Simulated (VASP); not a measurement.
Consider the following.

```
CELL_PARAMETERS angstrom
      4.24641     0.00000     0.00000
     -2.12320     3.67750     0.00000
      0.00000     0.00000     6.92047
ATOMIC_POSITIONS crystal
  Cd 0.00000 0.00000 0.48968
  Cd 0.33333 0.66667 0.01014
  Se 0.33333 0.66667 0.62628
  S  0.00000 0.00000 0.12189
```

These are r2SCAN meta-GGA, VASP's PBE PAW potentials (set 64) (plane waves; VASP) values and carry that method's errors. Numerical set-up: 400 eV cut-off, 7×7×4 Γ-centred mesh, tetrahedra with Blöchl corrections, potentials Cd Se S.

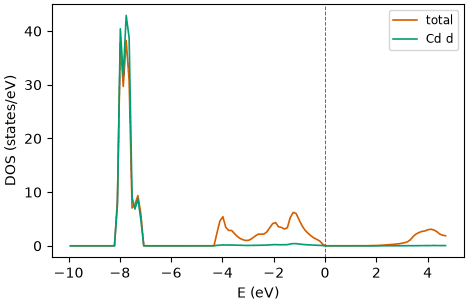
Figure: Total and projected density of states, zero at the valence-band maximum

Within 2 eV below the valence-band maximum the largest weight inside VASP's projection spheres is Se p, then S p.

The gap is direct, 1.22 eV, from the valence maximum at Γ to the conduction minimum at Γ.

The structure comes from a computed database's Cd2SeS entry (P3m1); how it stands against other phases isn't given here. It was relaxed first.
